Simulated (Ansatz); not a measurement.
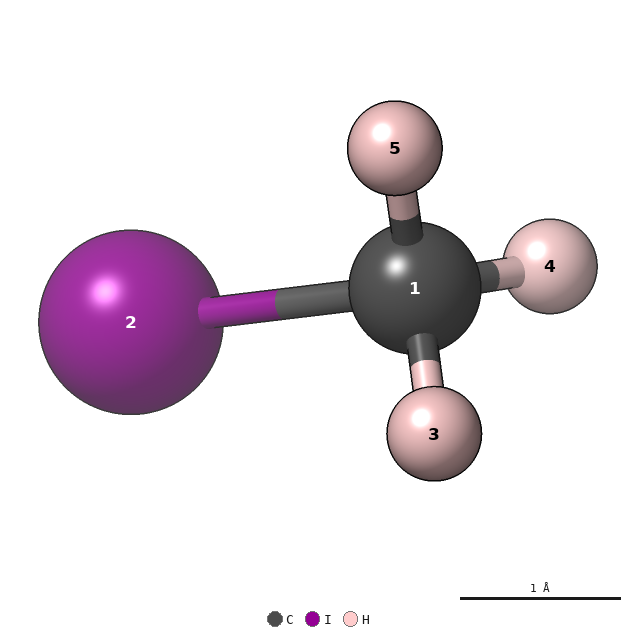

Simulated data, not a measurement (program: Ansatz).

Orthographic view. Distant atoms are faded towards the background colour. Geometry: a fixed input geometry, not necessarily a minimum.

Write a MOL file (V2000) with the atoms in numerical order, bonds sorted by atom number with the orders drawn, and coordinates in the frame of the picture: x right, y up, z towards the viewer, origin at the mean position.

```
CH3I
                    3D

  5  4  0  0  0  0  0  0  0  0999 V2000
    0.1900    0.0200    0.1200 C   0  0  0  0  0  0  0  0  0  0  0  0
   -1.5900   -0.1900   -1.0500 I   0  0  0  0  0  0  0  0  0  0  0  0
    0.3100   -0.8900    0.7200 H   0  0  0  0  0  0  0  0  0  0  0  0
    1.0300    0.1600   -0.5600 H   0  0  0  0  0  0  0  0  0  0  0  0
    0.0600    0.9000    0.7700 H   0  0  0  0  0  0  0  0  0  0  0  0
  1  2  1  0
  1  3  1  0
  1  4  1  0
  1  5  1  0
M  END
```
